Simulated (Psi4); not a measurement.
# SiHBr (SMILES [SiH]Br) at B3LYP/6-31G(d) (Cartesian functions)

Aim: the vertical ionisation energy of SiHBr at B3LYP/6-31G* (Cartesian functions), from 2 runs. Input form: a Python script.

The results are computed with Psi4 1.11.

## (1) The molecule

The species is SiHBr (3 atoms), meant as a singlet with charge 0. As SMILES, `[SiH]Br`. Geometry: relaxed at PBE0-D4/def2-TZVP.

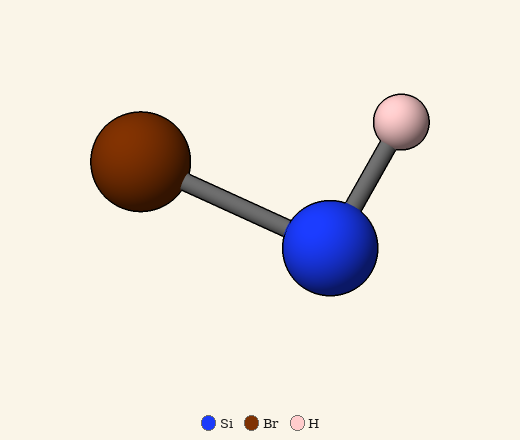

Viewed from a chosen angle; silicon blue, bromine brown, hydrogen pink.

## (2) A single-point energy at B3LYP/6-31G(d) (Cartesian functions)

run.py

```python
import psi4

psi4.set_memory(1600000000)
psi4.set_num_threads(1)
psi4.set_output_file('output.dat', False)

m = psi4.geometry("""
0 1
Si    -0.624700     0.521900    -0.296100
Br     1.340900     0.401500     0.781400
H     -0.727100    -0.988300    -0.498600
symmetry c1
""")

options = {'basis': '6-31G*', 'puream': False, 'e_convergence': 1e-09, 'd_convergence': 1e-08, 'scf_type': 'pk', 'dft_radial_points': 99, 'dft_spherical_points': 590}
psi4.set_options(options)

energy_value, wavefunction = psi4.energy("b3lyp", return_wfn=True)
psi4.oeprop(wavefunction, "MULLIKEN_CHARGES", "DIPOLE", "MAYER_INDICES")
print(f'b3lyp energy: {energy_value:.10f} Eh')
for k, v in sorted(psi4.core.scalar_variables().items()):
    print(f'{k:45s} {v:18.10f}')
```

On the command line:

```
python run.py
```

output.dat:

```text
[...]
  Running in c1 symmetry.
[...]
  Nuclear repulsion =  126.973584171130398
[...]
  Multiplicity = 1
[...]
  Nalpha       = 25
  Nbeta        = 25
[...]
    Number of basis functions: 56
[...]
   @RKS iter   1: -2863.61756862130414   -1.40431e+00   2.92709e-02 ADIIS/DIIS
[...]
   @RKS iter  11: -2863.96569047314733    4.09273e-12   4.95942e-09 DIIS
[...]
    Orbital Energies [Eh]
    ---------------------
    Doubly Occupied:
       1A   -482.863808     2A    -66.185362     3A    -62.523165
       4A    -56.342738     5A    -56.341789     6A    -56.340555
       7A     -8.710658     8A     -6.536461     9A     -6.532261
      10A     -6.528207    11A     -5.330836    12A     -3.692875
      13A     -3.688714    14A     -3.683534    15A     -2.631444
      16A     -2.630616    17A     -2.627445    18A     -2.624082
      19A     -2.623627    20A     -0.786096    21A     -0.509137
      22A     -0.366399    23A     -0.323072    24A     -0.316632
      25A     -0.248666
[...]
  @RKS Final Energy: -2863.96569047314733
   => Energetics <=
    Nuclear Repulsion Energy =            126.9735841711303976
    One-Electron Energy =               -4236.2196013778993802
    Two-Electron Energy =                1335.8023838824590257
    DFT Exchange-Correlation Energy =     -90.5220571488379591
    Empirical Dispersion Energy =           0.0000000000000000
    VV10 Nonlocal Energy =                  0.0000000000000000
    Total Energy =                      -2863.9656904731473333
[...]
 Multipole Moments:
 ------------------------------------------------------------------------------------
     Multipole            Electronic (a.u.)      Nuclear  (a.u.)        Total (a.u.)
 ------------------------------------------------------------------------------------
 L = 1.  Multiply by 2.5417464519 to convert [e a0] to [Debye]
 Dipole X            :          6.3586154           -6.8355258           -0.4769105
 Dipole Y            :          1.0420228           -1.1682352           -0.1262124
 Dipole Z            :          0.0000000            0.0000000            0.0000000
 Magnitude           :                                                    0.4933287
[...]
  Mulliken Charges: (a.u.)
   Center  Symbol    Alpha    Beta     Spin     Total
       1    SI     6.83085  6.83085  0.00000  0.33830
       2    BR    17.62161 17.62161  0.00000 -0.24322
       3     H     0.54754  0.54754  0.00000 -0.09508
   Total alpha = 25.00000, Total beta = 25.00000, Total charge =  0.00000
  Mayer Bond Indices:
[...]
```

On the terminal:

```text
b3lyp energy: -2863.9656904731 Eh
CURRENT ENERGY                                  -2863.9656904731
CURRENT REFERENCE ENERGY                        -2863.9656904731
DD SOLVATION ENERGY                                 0.0000000000
DFT FUNCTIONAL TOTAL ENERGY                     -2863.9656904731
DFT TOTAL ENERGY                                -2863.9656904731
DFT VV10 ENERGY                                     0.0000000000
DFT XC ENERGY                                     -90.5220571488
GRID ELECTRONS ALPHA                               24.9999999972
GRID ELECTRONS BETA                                24.9999999972
GRID ELECTRONS TOTAL                               49.9999999944
NUCLEAR REPULSION ENERGY                          126.9735841711
ONE-ELECTRON ENERGY                             -4236.2196013779
PCM POLARIZATION ENERGY                             0.0000000000
PE ENERGY                                           0.0000000000
SCF ITERATION ENERGY                            -2863.9656904731
SCF ITERATIONS                                     11.0000000000
SCF TOTAL ENERGY                                -2863.9656904731
TWO-ELECTRON ENERGY                              1335.8023838825
XC GRID RADIAL POINTS                              99.0000000000
XC GRID SPHERICAL POINTS                          590.0000000000
XC GRID TOTAL POINTS                           164286.0000000000
```

Wall time 7.2 s (1 thread of Intel Xeon Platinum 8259CL at 2.50GHz (Skylake/Cascade Lake), shared host); peak memory 0.43 GiB.

## (3) The doublet cation: energy and forces at UB3LYP/6-31G(d) (Cartesian functions)

brhsi.xyz

```xyz
3
BrHSi
Si    -0.624700     0.521900    -0.296100
Br     1.340900     0.401500     0.781400
H     -0.727100    -0.988300    -0.498600
```

job.py

```python
import psi4

psi4.set_memory('1600 MB')
psi4.set_num_threads(1)
psi4.set_output_file('run.log', False)

with open('brhsi.xyz') as f:
    atoms = ''.join(f.readlines()[2:])
geom = psi4.geometry('1 2\n' + atoms + 'symmetry c1\nno_reorient\nno_com')

options = {'basis': '6-31G*', 'reference': 'uks', 'puream': False, 'e_convergence': 1e-09, 'd_convergence': 1e-08, 'scf_type': 'pk', 'dft_radial_points': 99, 'dft_spherical_points': 590, 'maxiter': 200}
psi4.set_options(options)

result = psi4.gradient("b3lyp")
print('gradient / Eh bohr^-1')
print(result.np.round(6))
```

On the command line:

```
python job.py
```

run.log:

```text
[...]
  Running in c1 symmetry.
[...]
  Nuclear repulsion =  126.973584171130412
[...]
  Multiplicity = 2
[...]
  Nalpha       = 25
  Nbeta        = 24
[...]
    Number of basis functions: 56
[...]
   @UKS iter   1: -2863.27630416173861   -1.06304e+00   2.90450e-02 DIIS/ADIIS
[...]
   @UKS iter  14: -2863.62464236663436   -4.54747e-12   3.97771e-09 DIIS
[...]
   @S^2 Observed:                7.560874737E-01
[...]
    Orbital Energies [Eh]
    ---------------------
    Alpha Occupied:
       1A   -483.124681     2A    -66.486818     3A    -62.782813
       4A    -56.603329     5A    -56.600875     6A    -56.600722
       7A     -8.970117     8A     -6.797230     9A     -6.789304
      10A     -6.788821    11A     -5.628026    12A     -3.989556
      13A     -3.986099    14A     -3.982957    15A     -2.891048
      16A     -2.889054    17A     -2.888670    18A     -2.882508
      19A     -2.882503    20A     -1.039512    21A     -0.778900
      22A     -0.628185    23A     -0.571226    24A     -0.559480
      25A     -0.526408
    Alpha Virtual:
[...]
  @UKS Final Energy: -2863.62464236663436
   => Energetics <=
    Nuclear Repulsion Energy =            126.9735841711304118
    One-Electron Energy =               -4223.0027444313154774
    Two-Electron Energy =                1322.6763260450570669
    DFT Exchange-Correlation Energy =     -90.2718081515066189
    Empirical Dispersion Energy =           0.0000000000000000
    VV10 Nonlocal Energy =                  0.0000000000000000
    Total Energy =                      -2863.6246423666343617
[...]
 Multipole Moments:
 ------------------------------------------------------------------------------------
     Multipole            Electronic (a.u.)      Nuclear  (a.u.)        Total (a.u.)
 ------------------------------------------------------------------------------------
 L = 1.  Multiply by 2.5417464519 to convert [e a0] to [Debye]
 Dipole X            :        -71.2279712           70.7864950           -0.4414761
 Dipole Y            :        -37.7788046           38.4952330            0.7164283
 Dipole Z            :        -43.0823291           42.9062317           -0.1760974
 Magnitude           :                                                    0.8597564
[...]
  -Total Gradient:
     Atom            X                  Y                   Z
    ------   -----------------  -----------------  -----------------
       1       -0.029264028854     0.011858077138    -0.015070412138
       2        0.019807487644    -0.008644055946     0.010140840341
       3        0.009454950229    -0.003213311332     0.004928758680
[...]
```

The script printed:

```text
gradient / Eh bohr^-1
[[-0.029264  0.011858 -0.01507 ]
 [ 0.019807 -0.008644  0.010141]
 [ 0.009455 -0.003213  0.004929]]
```

Run time: 16 s. Hardware: 1 thread of Intel Xeon Platinum 8259CL at 2.50GHz (Skylake/Cascade Lake), shared host; peak memory 0.43 GiB.

## (4) Results

At B3LYP/6-31G* (Cartesian functions):

```
                                          quantity           value
                       singlet SiHBr: total energy  -2863.96569 Eh
                      singlet SiHBr: dipole moment          1.25 D
                        singlet SiHBr: HOMO energy        -6.77 eV
                        singlet SiHBr: LUMO energy        -3.27 eV
                      singlet SiHBr: HOMO–LUMO gap         3.50 eV
                      doublet cation: total energy  -2863.62464 Eh
doublet cation: HOMO energy (highest over α and β)       -14.32 eV
 doublet cation: LUMO energy (lowest over α and β)       -11.79 eV
                              doublet cation: ⟨S²⟩           0.756
          doublet cation: largest force on an atom      1.799 eV/Å
vertical ionisation energy (to the doublet cation)        9.280 eV
```

Removing an electron at fixed nuclei costs 9.28 eV (895 kJ/mol). The negative HOMO energy of the first species, 6.77 eV, lies 2.51 eV below that difference.
